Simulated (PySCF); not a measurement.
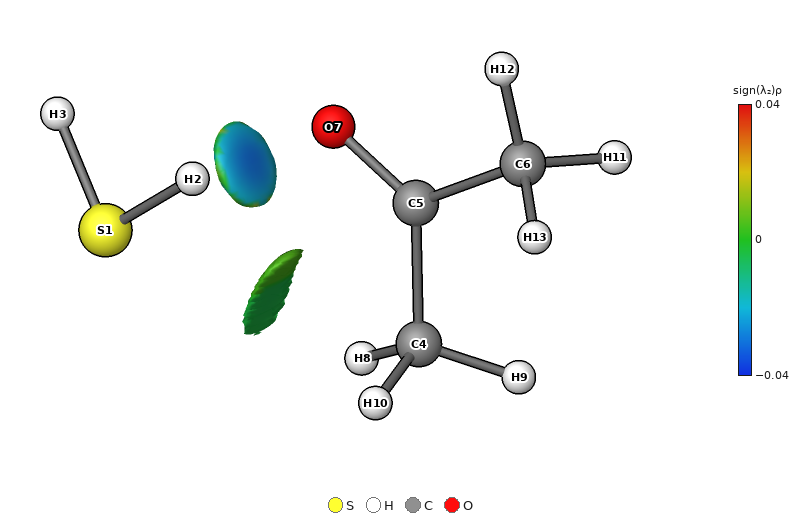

C3H8OS, SMILES `S.CC(C)=O`. Non-covalent interaction surfaces between the fragments (reduced density gradient s = 0.6, coloured by sign(λ₂)ρ in a.u.; trimmed to the region between the fragments where ρ is under 0.06 a.u.). Fragment A: H2S (atoms 1–3); fragment B: H6C3O.

PySCF calculation, CAM-B3LYP/def2-SVPD, gas phase; geometry: GFN2-xTB. GFN2-xTB bond lengths at metals and heavier atoms can be off by up to 0.1 Å and shapes distorted, which carries into these values.

Geometry (Å), atoms numbered from 1:

```
S1      -2.6592    0.0381   -0.0158
H2      -1.4234   -0.4631   -0.0351
H3      -3.1982   -1.1474    0.2243
C4       1.0488    1.3763    0.0194
C5       1.3349   -0.0993    0.0041
C6       2.7942   -0.4621   -0.0094
O7       0.4616   -0.9353   -0.0040
H8       0.0320    1.5706    0.3509
H9       1.7583    1.9038    0.6507
H10      1.1531    1.7543   -0.9972
H11      3.2090   -0.2757    0.9801
H12      2.9220   -1.5141   -0.2499
H13      3.3341    0.1551   -0.7228
```

Q: Interpret the surfaces between the fragments.

A: Bond critical points between the fragments: H2···O7, hydrogen bond, 1.94 Å, ρ = 0.027 a.u. It appears blue (attractive, sign(λ₂)ρ well below zero). The pose is a local one from a semi-empirical search, not shown to be the most stable.

Q: How strongly are they bound?

A: The counterpoise-corrected interaction energy of the frozen fragments is −2.3 kcal/mol without dispersion correction and −3.5 kcal/mol with D3(BJ). The pair geometry is semi-empirical, not a minimum at this level.

Run time: 85 s on 1 thread of Arm Neoverse V1, with other jobs on the host, peak memory 0.92 GiB.
